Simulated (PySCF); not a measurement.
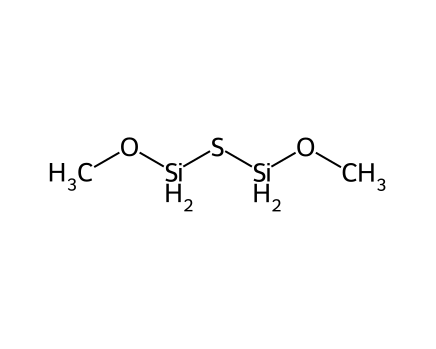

**Give its SMILES.**

CO[SiH2]S[SiH2]OC

**What is the molecular formula?**

C2H10O2SSi2.

More results for the same structure follow; atom numbers are the same in all pictures, views and colours differ. Computed geometry: GFN2-xTB optimisation. No frequency run is at hand to confirm it as a minimum.

## Shape

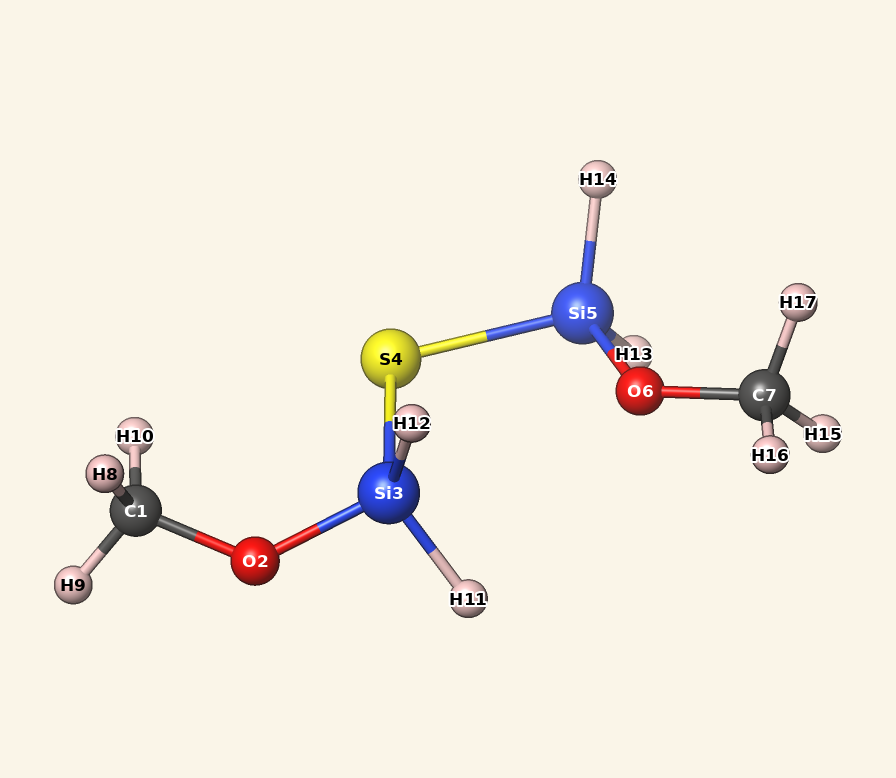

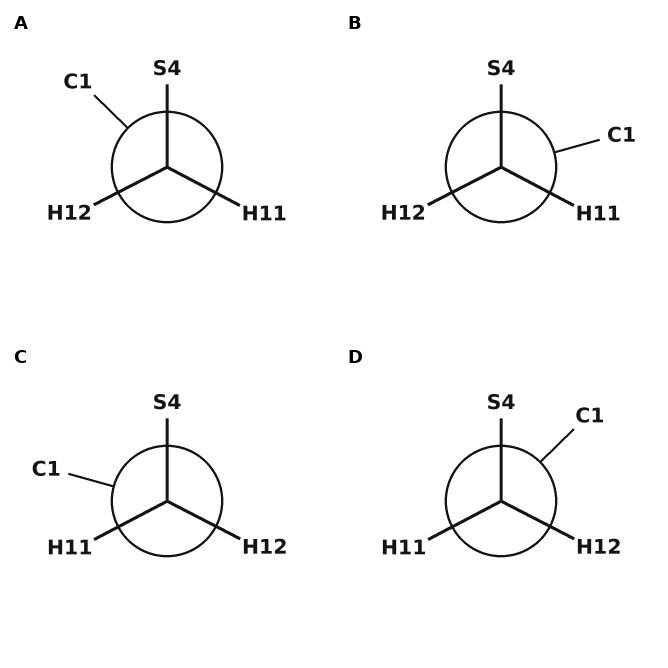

Distant atoms are faded towards the background colour. Bonds that would overlap in a projection are set slightly apart. No frequency run is at hand to confirm it as a minimum.

**Which Newman projection shows the view along Si3–O2, with Si3 in front?**

A. The torsion angle S4–Si3–O2–C1 is −45°, synclinal (gauche).

## Electronic properties

No frequency run is at hand to confirm it as a minimum. Method: CAM-B3LYP/def2-SVPD, gas phase (PySCF 2.14.0). Excitations: vertical, linear response.

**Estimate the HOMO energy (Kohn–Sham orbital).**

−8.39 eV.

**Give the LUMO energy (Kohn–Sham orbital) at this level.**

0.61 eV.

**What is the brightest of the 8 lowest singlets?**

7.65 eV.

**What is the lowest vertical singlet excitation?**

5.81 eV.

## Dipole moment

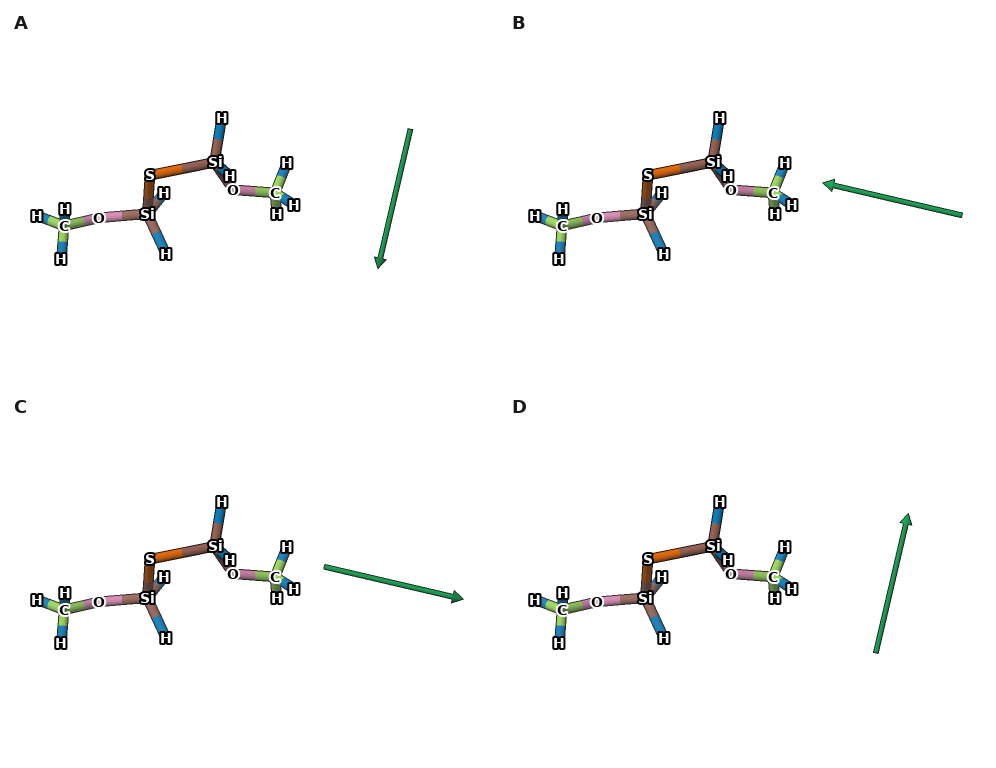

The same molecule four times, each with an arrow. No frequency run is at hand to confirm it as a minimum. Properties computed with CAM-B3LYP/def2-SVPD, gas phase (PySCF 2.14.0).

**Which arrow points along the dipole moment, from the negative to the positive end?**

C. The dipole moment is 2.02 D.

## Polarisability

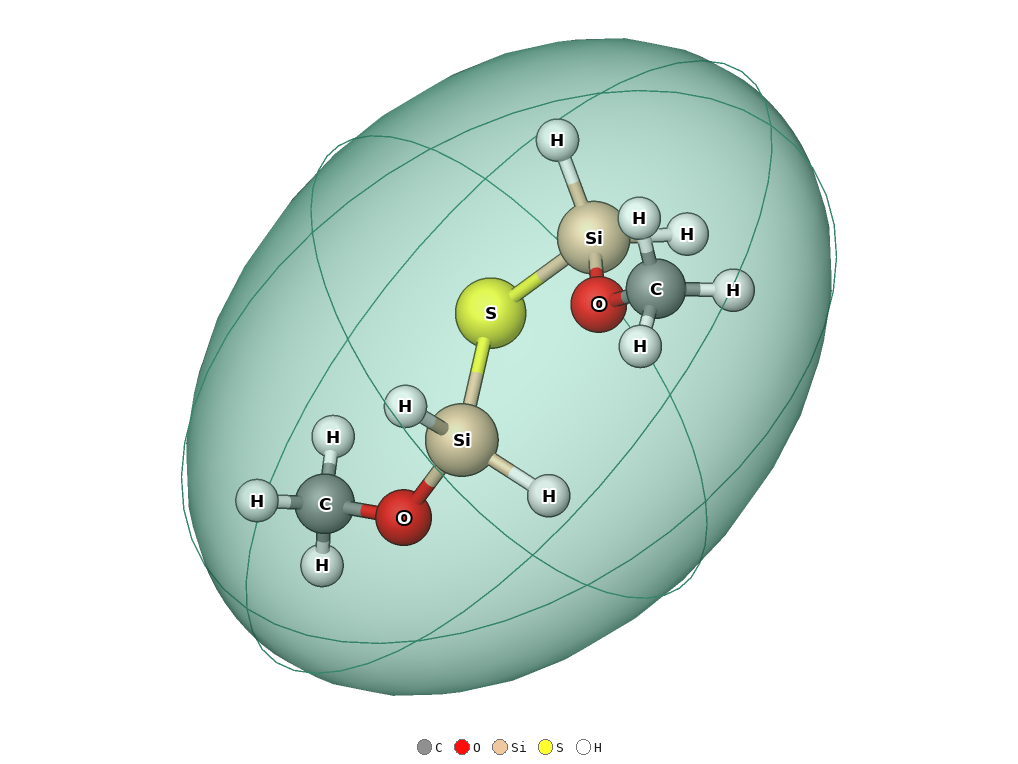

The ellipsoid shows the static dipole polarisability: its half-axes are proportional to the principal values. No frequency run is at hand to confirm it as a minimum. Computed with CAM-B3LYP/def2-SVPD (PySCF 2.14.0).

**How large and how anisotropic is the polarisability?**

Principal values 85.3, 99.9, 124.5 bohr³; mean 103.2 bohr³ (15.30 Å³); anisotropy 34.4 bohr³, so the longest axis is 1.46 times the shortest.

The geometry is semi-empirical. Around Si such bond lengths and angles can be off by a tenth of an ångström or more and by several degrees, and values that hang on the shape move with them.
